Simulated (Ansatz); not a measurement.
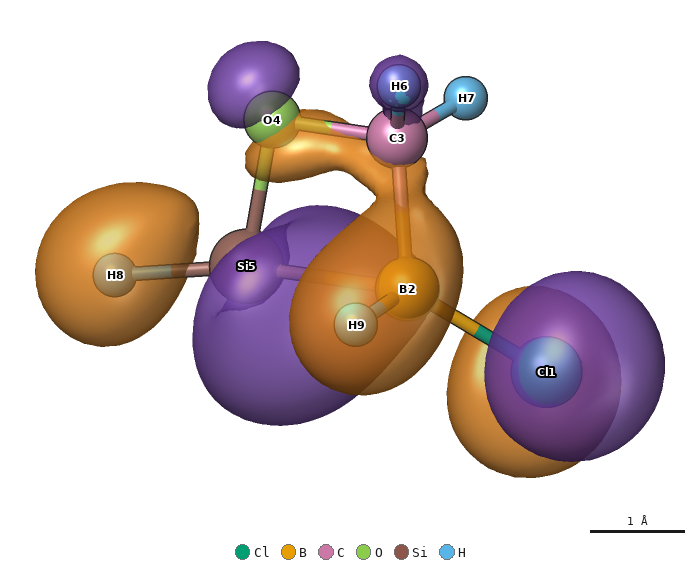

CH4BClOSi. One frontier orbital at ±0.1 Å⁻³ᐟ² (orange and purple are the two phases), seen at a tilt.

These are results of Ansatz, UKS PBE0-D4/6-31G*, not measurements.

Input

```
crystal:
  periodic: [false, false, false]
  atoms:
    - { symbol: Cl, position_ang: [-2.6047, 0.7322, 0.1313] }
    - { symbol: B, position_ang: [-0.8473, 0.5419, -0.1373] }
    - { symbol: C, position_ang: [0.4091, 0.6071, 0.8262] }
    - { symbol: O, position_ang: [1.3441, -0.4063, 0.3409] }
    - { symbol: Si, position_ang: [0.2115, -0.858, -0.9279] }
    - { symbol: H, position_ang: [0.9534, 1.6046, 0.7589] }
    - { symbol: H, position_ang: [0.1798, 0.3982, 1.8963] }
    - { symbol: H, position_ang: [-0.3204, -2.1751, -0.7174] }
    - { symbol: H, position_ang: [-1.05795, 1.20125, -1.08058] }
magnetization:
  spin_polarized: true
basis:
  gaussian: { orbitals: "6-31G*" }
hamiltonian:
  xc: pbe0
  dispersion: d4
relax:
  f_tol: 0.02
  max_steps: 50
output:
  orbitals: {}
```

Command:

```sh
ansatz run input.yaml --threads 2 --pin off --max-ram 3072MiB --backend cpu --events-out ev --progress --plain --runs-dir out
```

The fields are those of the run's last geometry, not of the input's.

> Which orbital is it: HOMO or LUMO?

The HOMO, at −7.24 eV. It lies mainly on Cl1 (about 30 %), Si5 (about 30 %), B2 (about 15 %), H8 (about 10 %) and H9 (about 5 %).
